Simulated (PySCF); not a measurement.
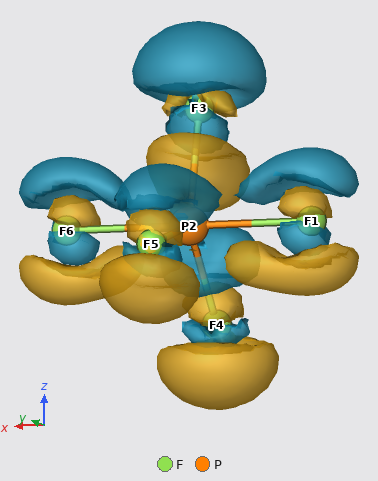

Figure. F₅P, SMILES `FP(F)(F)(F)F`. Change of the electron density in a uniform field of 0.26 V/Å, surfaces at ±0.002 e/Å³ (yellow: gain, teal: loss).

PySCF calculation, ωB97X/def2-TZVP, gas phase; geometry: GFN2-xTB. No frequency check shows the geometry to be a minimum. A basis without diffuse functions makes polarisabilities too small. GFN2-xTB bond lengths at metals and heavier atoms can be off by up to 0.1 Å and shapes distorted, which carries into these values.

The field was applied in both directions; the picture shows the one opposite to the script's first.

Along which Cartesian direction does the field point?

Answer. Along +z: electrons gather on the −z side, against the field.

What dipole is induced, and what polarisability does it imply?

Answer. The induced dipole is 0.29 D (along the field); α along this axis, from the fields in both directions, is 23 bohr³ (3.4 Å³).
